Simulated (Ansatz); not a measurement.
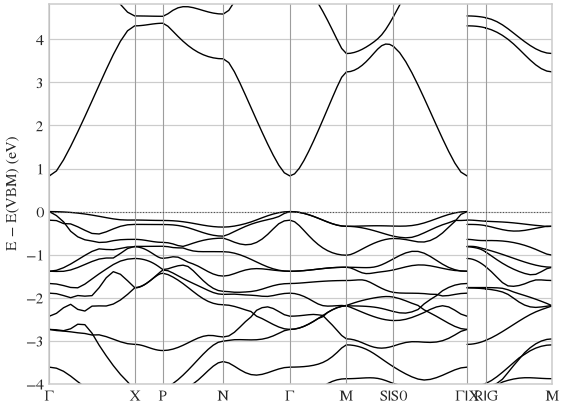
Band structure from the program Ansatz at the PBEsol level (PAW)

Question: Read off the gap and where the band edges lie.

Answer: About 0.8 eV (0.83 eV by a search for the band edges); maximum at Γ, minimum at Γ.

The material is ZnIn$_{2}$O$_{4}$ in space group I-4 (No. 82; In on 2b, In on 2d, Zn on 2a, O on 8g).

The cell is a constructed one: a structure type filled with these elements; neither database checked (COD, Materials Project) lists it. Its standing as an ambient phase is unchecked. The cell was relaxed with PBEsol under the symmetry of its start; whether a distortion lowers the energy is not shown. Spin–orbit coupling is left out wherever it is not named.

Potentials: the earlier of the program's two PAW sets. The files were generated under PBE; for other functionals the program regenerates the frozen cores, and for LDA and PBEsol the local potential too.
